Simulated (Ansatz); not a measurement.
# SrLiH3 (model cell, started as cubic perovskite with Sr in the octahedra): from the cell to its phonons, part 2 of 3

Task: relax SrLiH3 (model cell, started as cubic perovskite with Sr in the octahedra), then find its harmonic phonons.

Ansatz 0.2.0; DFT PBEsol, scalar-relativistic, plane waves, PAW; PAW set soft_1.

So far. Step 3 (Bringing the structure to rest): Little changed from the start: no atom moved by 0.005 Å and no cell edge by 0.1 %. The relaxed cell has a = 4.592 Å (conventional setting).

The structure was built from a prototype and need not be the compound's stable phase.

## Step 4: Tight relaxation

Phonons need a cell at rest on their own settings, so the relaxation is repeated with tight tolerances on forces and stress on the k mesh and occupations of the first response run.

File input.yaml:

```yaml
crystal:
  lattice:
    - [4.5923518809, 0.0, 0.0]
    - [0.0, 4.5923518809, 0.0]
    - [0.0, 0.0, 4.5923518809]
  atoms:
    - { symbol: Li, position: [0.0, 0.0, 0.0] }
    - { symbol: Sr, position: [0.5, 0.5, 0.5] }
    - { symbol: H, position: [0.5, 0.5, 0.0] }
    - { symbol: H, position: [0.5, 0.0, 0.5] }
    - { symbol: H, position: [0.0, 0.5, 0.5] }
kpoints:
  mp_grid: { grid: [8, 8, 8] }
hamiltonian:
  xc: pbesol
  pseudopotentials: { kind: paw, azcp: { folder: soft_1 }, xc_functional: pbe }
scf:
  occupations: { method: fixed }
output:
  forces: true
  stress: true
  eigenvalues: true
  write_density: true
  write_potential: true
  elf: true
  volumetric_format: npy
relax:
  adjacent_minimum: "off"
  f_tol: 0.001
  max_steps: 60
  cell: { stress_tol: 0.01 }
```

Run with:

```sh
$ ansatz run input.yaml --threads 8 --pin off --max-ram 16384MiB --backend cpu --events-out ev --progress --plain --runs-dir out
```

Numbers of over 12 decimals in the logs are rounded to 6 here.

The log of the run:

```text
[...]
Crystal: 5 atoms, lattice volume = 96.851 Å³
Basis set: ecut = 420 eV, 1863 PW (Γ), exchange–correlation on 64×64×64 points (8 copies of the dense FFT grid, shifted against one another)
Bands: 13, of which v1, the nominal top of the filled ones, is band 8 counted from 1 (7 counted from 0)
Symmetry: 48 space group operations
[...]
k-points: 35 of 512
[...]
cell:  # Å, volume = 96.8513 Å³
    - [4.5923518809, 0.0, 0.0]
    - [0.0, 4.5923518809, 0.0]
    - [0.0, 0.0, 4.5923518809]
  atoms:
    - { symbol: Li, position: [0.0, 0.0, 0.0] }
    - { symbol: Sr, position: [0.500000, 0.500000, 0.500000] }
    - { symbol: H, position: [0.500000, 0.500000, 0.0] }
    - { symbol: H, position: [0.500000, 0.0, 0.500000] }
    - { symbol: H, position: [0.0, 0.500000, 0.500000] }
[key lines of the parts left out:]
SCF converged after 5 iterations
Free energy (F): -3742.336111 eV
Fermi energy:    0.738026 eV
P = ⅓ Tr σ = -0.0025 GPa (-0.025 kbar)
```

It took 1.2 s on 8 threads of Intel Xeon at 2.60GHz (Ice Lake), shared host; peak memory 0.48 GiB; 6.3 s of CPU time.

Little changed from the start: no atom moved by 0.005 Å and no cell edge by 0.1 %.

Numbers from this step:

```
pressure : -0.002479 GPa
```

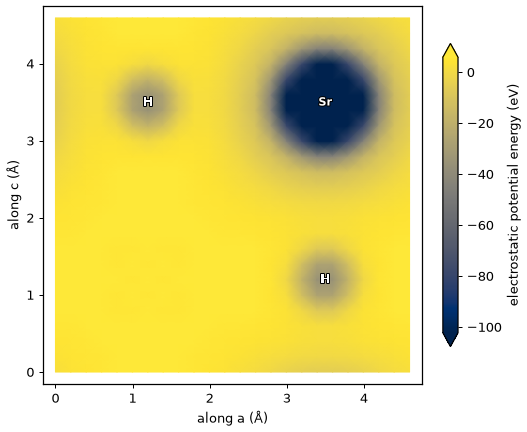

Electrostatic potential energy in the ac plane at fractional y = 0.500, with atoms of Sr and H within 0.2 Å of it. With pseudopotentials it is smooth inside the atoms' cores, unlike the true potential. The map starts off the cell's origin, so that atoms lie inside it.

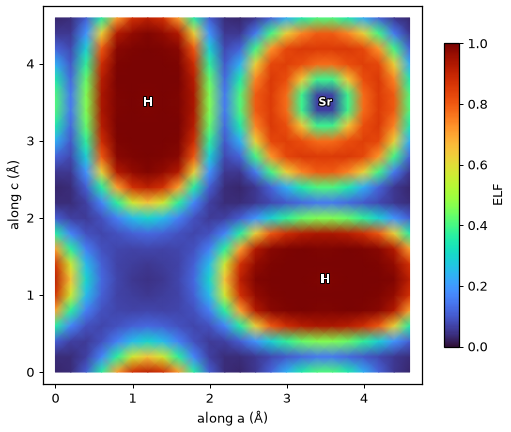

ELF in the ac plane at fractional y = 0.500, with atoms of Sr and H within 0.2 Å of it. It is the smooth field of the valence electrons, not physical close to the nuclei. The map starts off the cell's origin, so that atoms lie inside it.

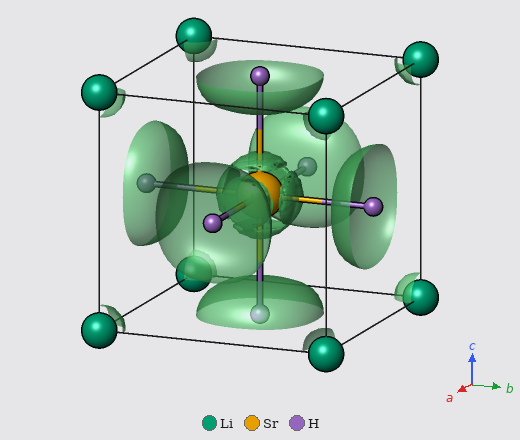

Surface of ELF = 0.85.

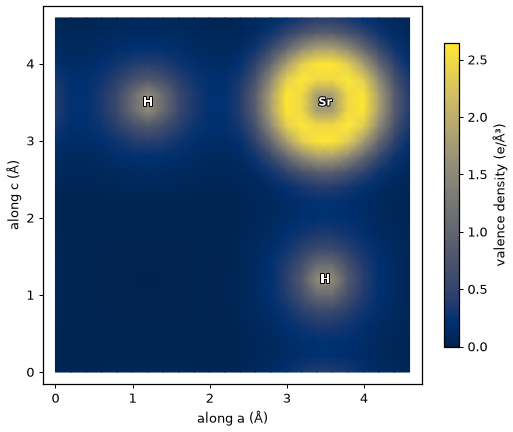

Valence density in the ac plane at fractional y = 0.500, with atoms of Sr and H within 0.2 Å of it. It is the smooth field of the valence electrons, not physical close to the nuclei. The map starts off the cell's origin, so that atoms lie inside it.

The forces vanish by symmetry and the pressure is -0.002 GPa, within the tolerances set. The cell now holds 19.37 Å³/atom.

## Step 5: Linear response at the zone centre

The zone centre comes first: it holds the modes that light can see, as far as symmetry allows. The response to a homogeneous field gives the Born charges and the dielectric tensor.

input.yaml, the sections that differ from step 4:

```yaml
output:
  eigenvalues: true
phonons:
  method: dfpt
  dielectric: true
  rigid_motions: translations
# crystal, kpoints, hamiltonian, scf: as in step 4
# relax: removed
```

The log of the run:

```text
[...]
Crystal: 5 atoms, lattice volume = 96.851 Å³
Basis set: ecut = 420 eV, 1863 PW (Γ), exchange–correlation on 64×64×64 points (8 copies of the dense FFT grid, shifted against one another)
Bands: 13, of which v1, the nominal top of the filled ones, is band 8 counted from 1 (7 counted from 0)
Symmetry: 48 space group operations
k-points: 170 of 512 (irreducible under 2 space group operations, time reversal used)
[...]
SCF iter   1: F=—  HF=-3743.739617 eV  |F-HF|=—  |Δ(HF+E_count)|=         —  Δρ=5.12e-2  dr2=3.90e0  ethr=3.10e-3  ⟨swp⟩=5.8  Hψ=13254  notcnv=0  defer=227
[...]
SCF iter   9: F=-3742.336111 eV  HF=-3742.336111 eV  |F-HF|=7.73e-12  |Δ(HF+E_count)|=  8.05e-11  Δρ=1.54e-7  dr2=2.52e-11  ethr=1.00e-12  ⟨swp⟩=15.6  Hψ=19388  notcnv=0
SCF 1 converged in 9 iterations: F = -3742.336111 eV  dr2 = 2.52e-11
[...]
DFPT response loops at Γ: preconditioner auto → none (the input reference at scf.mixing.eps_inf says where Resta's filter doesn't serve); β = 0.50; Broyden in place of MSR1
── the response to a field inside a basis, on 8×8×8 k-points: an SCF that follows is theirs, and a resumed run solves both again ──
Bands: 9, of which v1, the nominal top of the filled ones, is band 8 counted from 1 (7 counted from 0)
k-points: 20 of 512
[...]
Eigensolver: Dense (20 Hₖ)
SCF iter   1: F=—  HF=-3742.334941 eV  |F-HF|=—  |Δ(HF+E_count)|=         —  Δρ=1.19e-4  dr2=2.61e-6  ethr=1.00e-1
[...]
SCF iter   3: F=-3742.334944 eV  HF=-3742.334944 eV  |F-HF|=2.60e-9  |Δ(HF+E_count)|=   8.83e-7  Δρ=4.05e-6  dr2=1.76e-8  ethr=4.47e-9
SCF 1 converged in 3 iterations: F = -3742.334944 eV  dr2 = 1.76e-8
[...]
SCF converged after 9 iterations
Free energy (F): -3742.336111 eV
[...]
Internal energy: -3742.336111 eV  (E = F + TS)
E sigma→0 (E₀):  -3742.336111 eV
Fermi energy:    0.738028 eV
[...]
--- Band table (eV; the first three rows and the last of 170) ---
  k-point 0: bands = [... 4 lower, -14.1250, -2.5123, -0.2674, -0.2674, 5.8806, 5.8806, 5.8806, 6.0263, ... 1 higher]
  k-point 1: bands = [... 4 lower, -14.1241, -2.4050, -0.2470, -0.2257, 5.1991, 5.7756, 5.7756, 6.6173, ... 1 higher]
  k-point 2: bands = [... 4 lower, -14.1221, -2.1250, -0.1965, -0.1523, 4.6703, 5.5500, 5.5500, 6.9602, ... 1 higher]
  k-point 169: bands = [... 4 lower, -14.2346, 0.7380, 0.7380, 0.7380, 3.0032, 3.0032, 3.0032, 5.1840, ... 1 higher]
--- Phonons (Γ-DFPT): 4 representative perturbations + reference, on 170 of 512 k-points (Σ response iterations 13) ---
  k mesh reduced under 2 symmetry operations, with k and −k counted as one. Each operation leaves every solved perturbation unchanged. A smaller set is not considered because the run solves the response to a homogeneous field
  ASR residual: 4.688e-4 → 0.000e0 eV/Å²; symmetrization residual: 2.570e-7 eV/Å²
  ASR residual per site (eV/Å²): 1.95e-5 4.69e-4 1.29e-5 1.29e-5 1.29e-5
  Γ frequencies (cm⁻¹): -421.12 -421.12 -421.12 -419.01 -419.01 -419.01 0.00 0.00 0.00 241.57 241.57 241.57 1287.21 1287.21 1287.21
  ε∞ (high-frequency dielectric tensor):
        3.841264    -0.000000     0.000000
       -0.000000     3.841264     0.000000
        0.000000     0.000000     3.841264
  softest optical mode at Γ: -421.12 cm⁻¹; the repairs (sum rule, projections) moved no ω² at Γ by more than (2.13 cm⁻¹)²
  Born effective charges Z* (e; rows j = field, columns β = displacement):
    site 0:
         1.42475    0.00000   -0.00000
         0.00000    1.42475   -0.00000
         0.00000    0.00000    1.42475
    site 1:
         1.59616   -0.00000    0.00000
        -0.00000    1.59616   -0.00000
         0.00000    0.00000    1.59616
    site 2:
        -1.01744    0.00000   -0.00000
         0.00000   -1.01744   -0.00000
        -0.00000    0.00000   -0.98603
    site 3:
        -1.01744   -0.00000   -0.00000
         0.00000   -0.98603   -0.00000
         0.00000    0.00000   -1.01744
    site 4:
        -0.98603   -0.00000   -0.00000
         0.00000   -1.01744    0.00000
         0.00000    0.00000   -1.01744
  Z* charge neutrality: 2.623e-3 e pre-enforcement
  solved inside a basis spanned on kpoints, on 8×8×8 k-points, its susceptibility summed on 12×12×12: ε∞ is read to err by 1.1e-2, Z* by 1.2e-2 e (field_mesh: kpoints solves on kpoints); Z* is corrected for what the basis lacks
  optical modes at Γ without the LO–TO term, one row a degenerate level:
      ω (cm⁻¹)  modes    IR ((D/Å)²/amu)
       -421.12      3             0.0000
       -419.01      3           156.8269
        241.57      3            12.2384
       1287.21      3            62.1072
  optical modes at Γ + LO–TO along q̂ = [1.0000, 0.0000, 0.0000]:
      ω (cm⁻¹)  modes    IR ((D/Å)²/amu)
       -421.12      3             0.0000
       -419.01      2           104.5513
        114.34      1             8.7772
        241.57      2             8.1589
        411.47      1            38.9950
       1287.21      2            41.4048
       1341.30      1            29.2854
  optical modes at Γ + LO–TO along q̂ = [0.0000, 1.0000, 0.0000]:
      ω (cm⁻¹)  modes    IR ((D/Å)²/amu)
       -421.12      3             0.0000
       -419.01      2           104.5513
        114.34      1             8.7772
        241.57      2             8.1589
        411.47      1            38.9950
       1287.21      2            41.4048
       1341.30      1            29.2854
  optical modes at Γ + LO–TO along q̂ = [0.0000, 0.0000, 1.0000]:
      ω (cm⁻¹)  modes    IR ((D/Å)²/amu)
       -421.12      3             0.0000
       -419.01      2           104.5513
        114.34      1             8.7772
        241.57      2             8.1589
        411.47      1            38.9950
       1287.21      2            41.4048
       1341.30      1            29.2854
```

It took 15 s on 8 threads; peak memory 1.1 GiB; 90 s of CPU time.

Reading the cycles: dr2 is the Hartree energy of the density residual (eV), the measure of convergence; HF is the Harris–Foulkes estimate of the energy, which meets the free energy F at convergence.

Numbers from this step:

```yaml
sum_rule_residual_before_enforcement: 4.69e-4 eV/Å²
miss_of_the_charge_sum_rule: 0.002623 e
estimated_error_of_the_dielectric_tensor: 0.01057
estimated_error_of_the_born_charges: 0.01158 e
point_group: m-3m
highest_optical_mode_at_the_zone_centre_no_lo_to_term: 1287 cm⁻¹
lowest_optical_zone_centre_mode: -421.1 cm⁻¹
mean_high_frequency_dielectric_constant: 3.841
largest_born_charge_third_of_the_trace: 1.596 e
top_of_the_zone_centre_spectrum_with_the_field: 1341 cm⁻¹
```

Without the LO-TO term. Patterns of degenerate modes are one choice out of their space. Modes at Γ, with each element's share of the kinetic energy (negative means imaginary):

```
mode  frequency (cm⁻¹)  symmetry  Li %  Sr %  H %
   1            -421.1       T2u     0     0  100
   2            -421.1       T2u     0     0  100
   3            -421.1       T2u     0     0  100
   4            -419.0       T1u    32     0   67
   5            -419.0       T1u    32     0   67
   6            -419.0       T1u    32     0   67
   7               0.0  acoustic     7    90    3
   8               0.0  acoustic     7    90    3
   9               0.0  acoustic     7    90    3
  10             241.6       T1u    60     9   30
  11             241.6       T1u    60     9   30
  12             241.6       T1u    60     9   30
  13            1287.2       T1u     0     1   99
  14            1287.2       T1u     0     1   99
  15            1287.2       T1u     0     1   99
```

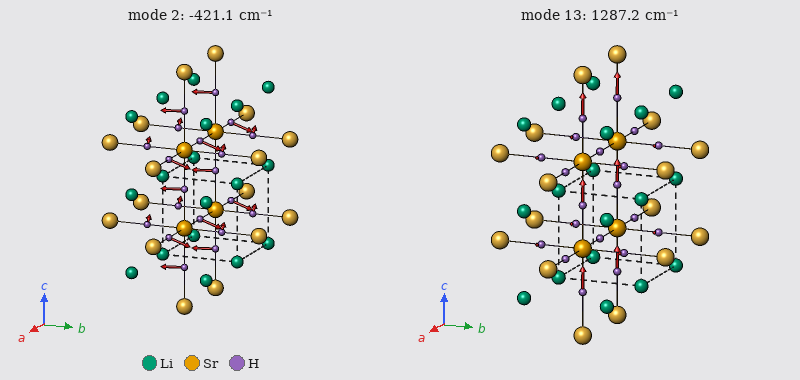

Displacement patterns of modes 2 and 13 at Γ; arrows are exaggerated. 2×1×2 cells are drawn. Some periodic images of atoms are drawn too.

Optical modes at the zone centre, without and with the macroscopic field of the longitudinal modes; each column is sorted by frequency, so a row need not hold one and the same mode. Modes with and without the field, by row:

| rank among optical modes | no field (cm⁻¹) | q along (1, 0, 0) (cm⁻¹) |
| --- | --- | --- |
| 1 | -421.1 | -421.1 |
| 2 | -421.1 | -421.1 |
| 3 | -421.1 | -421.1 |
| 4 | -419 | -419 |
| 5 | -419 | -419 |
| 6 | -419 | 114.3 |
| 7 | 241.6 | 241.6 |
| 8 | 241.6 | 241.6 |
| 9 | 241.6 | 411.5 |
| 10 | 1287 | 1287 |
| 11 | 1287 | 1287 |
| 12 | 1287 | 1341 |

Born charge (rows field, columns displacement) (e), principal values of the symmetric part by kind of site:

```
atom  atoms with these values    low  middle   high   mean
 Li1                        1   1.42    1.42   1.42   1.42
 Sr2                        1   1.60    1.60   1.60   1.60
  H3                        3  -1.02   -1.02  -0.99  -1.01
```

In full for H3:

```
-1.02  0.00  0.00
 0.00 -1.02  0.00
 0.00  0.00 -0.99
```

High-frequency dielectric tensor:

```
3.84 0.00 0.00
0.00 3.84 0.00
0.00 0.00 3.84
```

Transverse modes; imaginary modes are left out. Infrared lines, with heights relative to the strongest:

| position (cm⁻¹) | label | relative intensity |
| --- | --- | --- |
| 242 | T1u | 20 |
| 1287 | T1u | 100 |

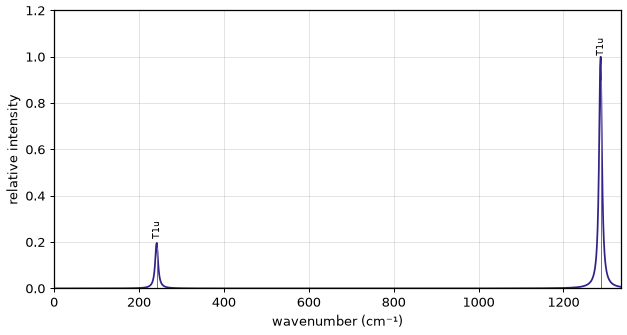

The infrared spectrum, broadened with Lorentzians of width 8 cm⁻¹; bars mark the lines.

Before it was imposed, the acoustic sum rule was missed by 4.7e-4 eV/Å² and the charge sum rule by 0.0026 e. Small misses are needed for a sound result but don't prove that mesh and cutoff are converged. The lowest optical mode is imaginary, 421.1i cm⁻¹, so the energy falls along it.

(Continued in part 3 of 3.)

[Logs are printed without paths, hosts, clocks, repeated set-up lines and the standing remarks that a program may print on its own settings, such as how far it seeks lower states.]

[Hosts, paths, dates, database ids (printed as entryN), source tags and the programs' standing remarks are cut or masked in the printed files.]
